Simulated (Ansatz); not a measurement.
**H$_{11}$Si$_{4}$···F$_{2}$H: density, localisation and related maps**

```xyz
18

Si   -0.3410   -0.4036    0.5240
Si    2.0309   -0.3183   -0.5655
Si   -1.6429    1.5038    0.0498
Si   -0.6932   -2.2180   -0.9345
H    -0.1771   -0.9305    1.9022
H     0.3575    1.9546    1.8269
F    -0.7473    2.1726    1.8803
H     1.1638    0.4079    0.6695
F     1.4194    1.5755    1.6473
H     3.2182    0.4413   -0.1241
H     2.2590   -1.7792   -0.4949
H     1.5264    0.1229   -1.8822
H    -2.2199    0.9250   -1.2299
H    -0.8822    2.6586   -0.4777
H    -2.8506    1.6570    0.8881
H     0.0714   -3.4176   -0.5086
H    -0.3404   -1.8626   -2.3316
H    -2.1520   -2.4893   -0.8391
```

A transition-state structure; geometry: PBE0-D4/def2-TZVP.

Theory: RKS PBE0-D4/def2-TZVPP (Ansatz 0.2.0).

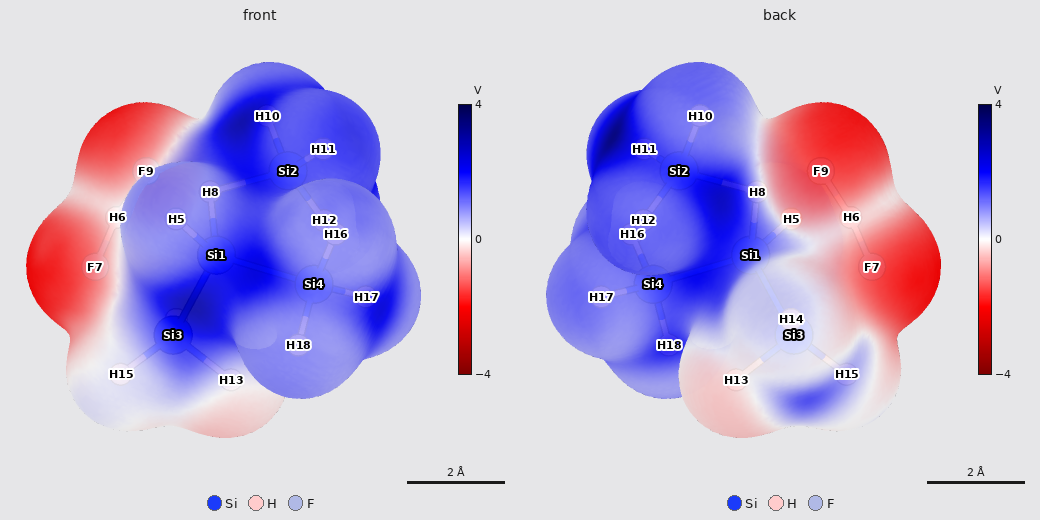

Figure 1. The molecular electrostatic potential painted on the density surface at 0.004 e/bohr³, seen from the front and from behind; red is negative and blue positive.

### Describe the electrostatic potential map.

The most negative region (about −1.9 V, or −44 kcal/mol for a unit charge) lies over F7, the most positive (about +2.9 V, or +67 kcal/mol for a unit charge) over Si1 and Si2.

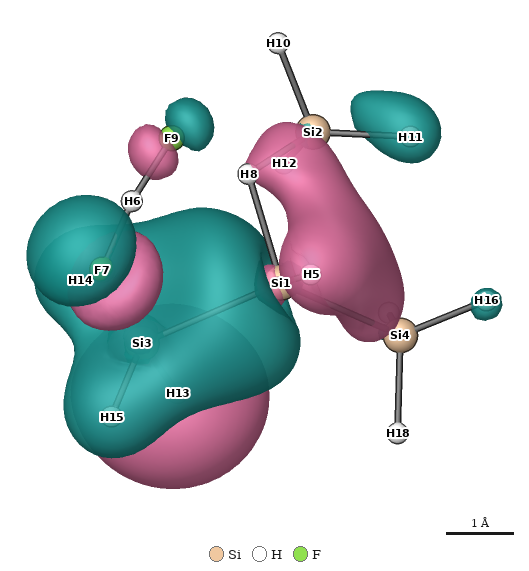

Figure 2. The HOMO at ±0.06 Å⁻³ᐟ² (teal and pink are the two phases), seen at a tilt.

### Where does this orbital lie, and at what energy?

By Hirshfeld shares it lies mainly on Si3 (about 25 %), H13 (about 25 %), Si1 (about 15 %) and F7 (about 15 %). Its energy is −7.86 eV.

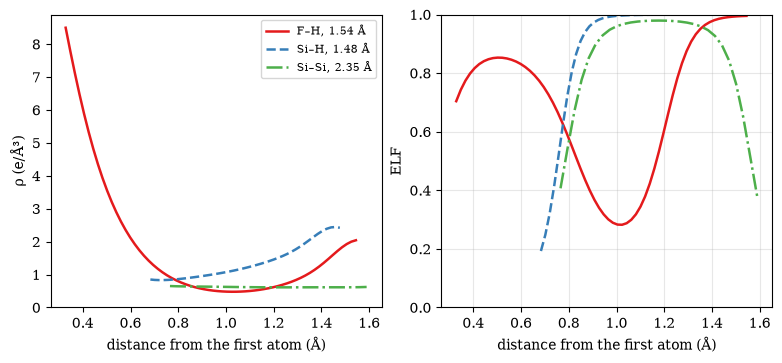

Figure 3. Electron density and electron localisation function along straight lines between neighbouring atoms. The curves leave out the atomic cores.

### What can be read from the curves?

F9···H8 (1.54 Å): the density falls to about 0.48 e/Å³ on the way; the ELF dips to about 0.30 between them.
Si–H (1.48 Å): ρ is about 0.83 e/Å³ halfway; the ELF climbs to about 1 towards the hydrogen, as it does in any bond to H.
Si–Si (2.35 Å): ρ at the midpoint is about 0.61 e/Å³; the ELF peaks at about 1 between the atoms, as expected for a shared electron pair.

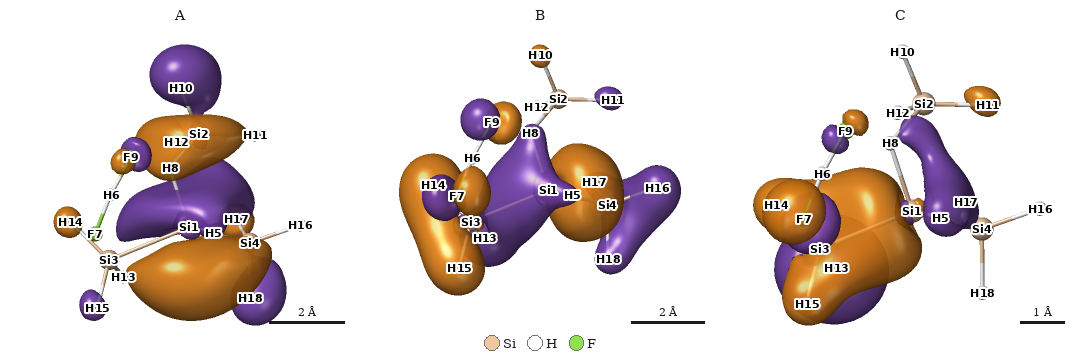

Figure 4. Three frontier orbitals at ±0.08 Å⁻³ᐟ² (orange and purple are the two phases), in no order.

### Which picture is the HOMO−1, the HOMO and the LUMO?

B is the HOMO−1 (−8.46 eV). It lies mainly on Si1 (about 20 %), Si4 (about 20 %), Si3 (about 20 %), H14 (about 10 %) and F7 (about 5 %). C is the HOMO (−7.86 eV). Its weight (Hirshfeld) is mainly on Si3 (about 25 %), H13 (about 25 %), Si1 (about 15 %) and F7 (about 15 %). A is the LUMO (−2.11 eV). Its weight (Hirshfeld) is mainly on Si1 (about 35 %), Si2 (about 20 %), Si4 (about 10 %), H10 (about 5 %) and H8 (about 5 %).

### What is the HOMO–LUMO gap?

5.75 eV between the orbital energies.
